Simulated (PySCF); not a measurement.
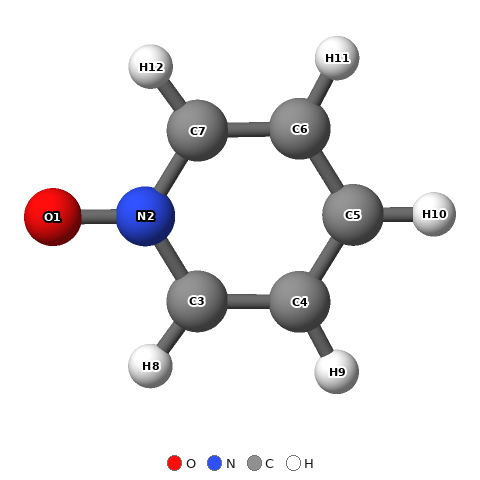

Geometry used (C₅H₅NO, SMILES [O-][n+]1ccccc1).

GIAO shifts, PBE0/cc-pVTZ with PySCF, at a PBE0-D3(BJ)/def2-SVP geometry (no frequency check), against TMS for ¹H, TMS for ¹³C and H₂O for ¹⁷O computed at the same level (¹⁷O: a single water molecule, while the usual scale starts at liquid water and gives values some tens of ppm lower). Gas phase, fully decoupled, line heights follow the number of nuclei, widths are arbitrary (no quadrupolar broadening); values of one conformer, averaged over methyl-type rotors and exact or near symmetry.

> Which ¹H signals does it give?

3 signals.


| δ (ppm) | nuclei | atoms |
| --- | --- | --- |
| 8.02 | 2 | H8, H12 |
| 7.23 | 2 | H9, H11 |
| 6.87 | 1 | H10 |

> Which ¹³C signals does it give?

3 signals.


```csv
δ (ppm),nuclei,atoms
143.6,2,"C3, C7"
130.4,2,"C4, C6"
120.7,1,C5
```

> Predict the ¹⁷O spectrum.

1 signal.


```csv
δ (ppm),nuclei,atoms
458.4,1,O1
```

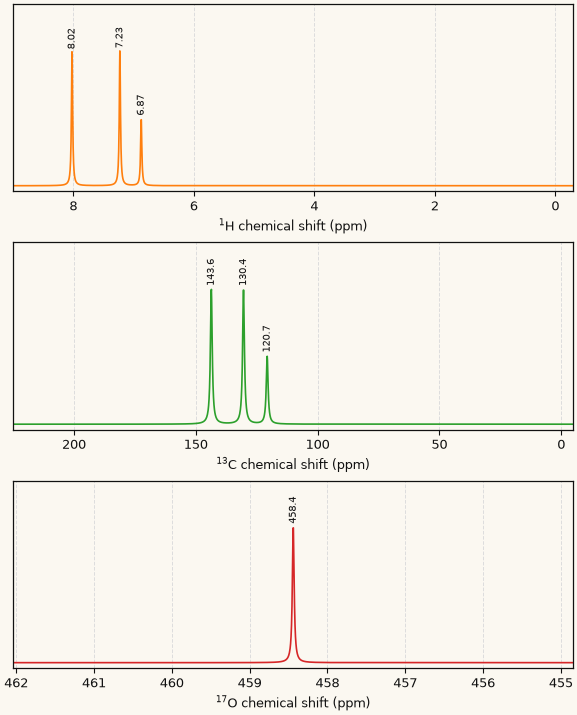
